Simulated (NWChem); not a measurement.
# How basis sets differ on AgI (SMILES [Ag][I])

AgI, singlet, SMILES `[Ag][I]`. Each level relaxes the structure for itself.

Quantity: the equilibrium bond length, in Å. The values are calculated.

Measured value to compare with: Huber and Herzberg, Constants of Diatomic Molecules gives the equilibrium bond length of the gas as 2.545 Å.

```csv
level,kind,program,value (Å),computed − measured
TPSSh/def2-SVP (core potential),hybrid meta-GGA,NWChem,2.584,+0.039
TPSSh/def2-SVPD (core potential),hybrid meta-GGA,NWChem,2.588,+0.043
TPSSh/def2-TZVP (core potential),hybrid meta-GGA,NWChem,2.566,+0.021
TPSSh/def2-TZVPD (core potential),hybrid meta-GGA,NWChem,2.565,+0.020
```

Nearest: TPSSh/def2-TZVPD (core potential) (+0.020 Å); farthest: TPSSh/def2-SVPD (core potential) (+0.043 Å).

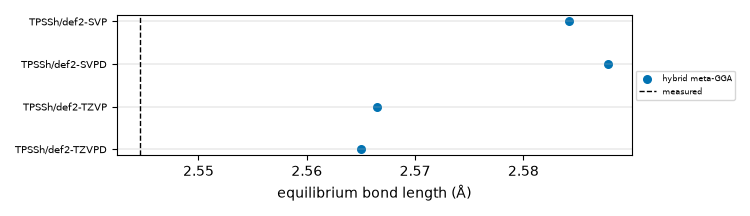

The values of the table, level by level.
